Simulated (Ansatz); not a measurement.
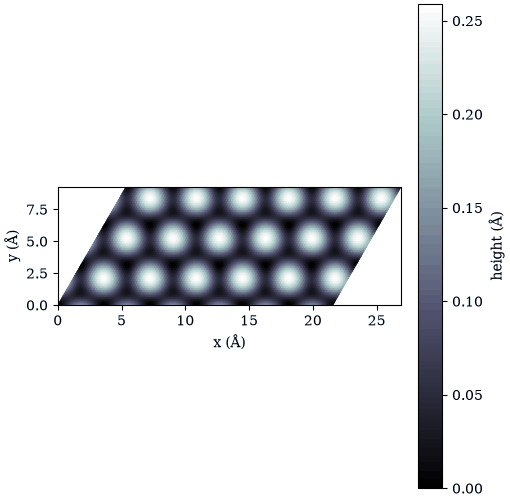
*Simulated constant-current image at -1.6 V from a Fermi level inside the gap (filled states down to 0.4 eV under the valence edge)*

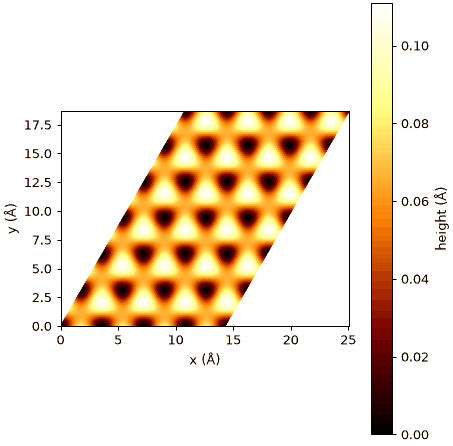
Figure. Simulated constant-current image at +2.2 V from a Fermi level inside the gap (empty states up to 1.0 eV over the conduction edge)

Method: PBE, Tersoff-Hamann images (plane waves, PAW; Ansatz, a first-principles code).

Mesh 18×18×1, no spin-orbit coupling, no spin polarisation; biases count from the run's Fermi level. The set point is the mean density 3.5 Å over the top atom.

The sample is: single layer of GaS (symmetry P-6m2 as a slab, 4 atoms a cell). Atoms are numbered in the order of this list of the upper atoms (x, y, depth in Å): Ga2 (0.0, 0.0, 1.1); S3 (3.6, 2.1, 0.0).

Question: Which sites are bright, and how large is the corrugation?

Answer: At -1.6 V the maximum lies over S3 and the sites alike, corrugation about 0.26 Å. At +2.2 V the maximum lies over S3 and the sites alike, corrugation about 0.11 Å.
